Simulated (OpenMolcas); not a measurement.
# CHBr2F (dibromofluoromethane) at KT3/ANO-RCC-VDZP (DKH2)

Wanted: energy and gradient of CHBr2F (dibromofluoromethane). 

The calculation is run with OpenMolcas 26.06.

3 further runs of the same task are left out: 3 set aside as unsound or not needed.

## Step 1: The structure to begin with

CHBr2F: 5 atoms, total charge 0, spin state singlet. SMILES: `FC(Br)Br`. The shape is that of a GFN2-xTB optimisation.

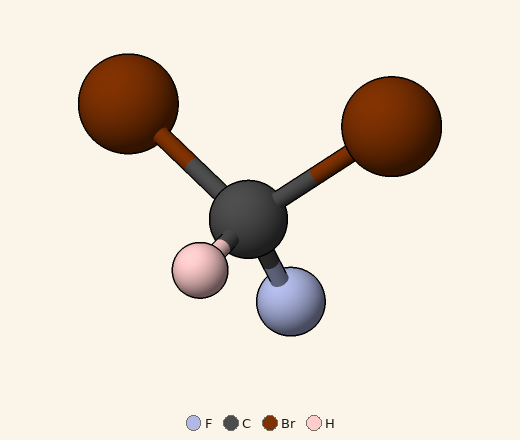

Viewed from a chosen angle; fluorine light blue, carbon dark grey, bromine brown, hydrogen pink.

## Step 2: Energy and forces at KT3/ANO-RCC-VDZP (DKH2)

Contents of job.input:

```
&GATEWAY
 COORD
 5
 bohr
 F     -1.13137903    -0.34587657     2.37457316
 C     -0.08976199     0.25252410     0.16514317
 Br     3.36720850    -1.00928383     0.07211195
 Br    -2.09589524    -1.20507835    -2.55284992
 H     -0.05017223     2.30773354    -0.05897835
 BASIS=ANO-RCC-VDZP
 GROUP=NoSym

&SEWARD
 GRIDINPUT
 Grid=SG1Grid
 End of Grid

&SCF
 KSDFT=KT3
 PRORBITALS=1 1

&ALASKA
```

Command:

```console
$ export MOLCAS_MEM=1860
$ pymolcas job.input > job.log
```

What values should one expect? Wanted: total energy; dipole moment; HOMO energy; LUMO energy; HOMO–LUMO gap; largest force on an atom.

Answer, from the run:

At KT3/ANO-RCC-VDZP (DKH2):

```
                quantity           value
            total energy  -5371.76162 Eh
           dipole moment          1.12 D
             HOMO energy        -7.10 eV
             LUMO energy        -2.53 eV
           HOMO–LUMO gap         4.57 eV
largest force on an atom      0.674 eV/Å
```

What this shows: Mulliken charges run from -0.13 on F1 to +0.26 on C2. The largest force is 0.67 eV/Å: the shape isn't a stationary point for this species at this level.
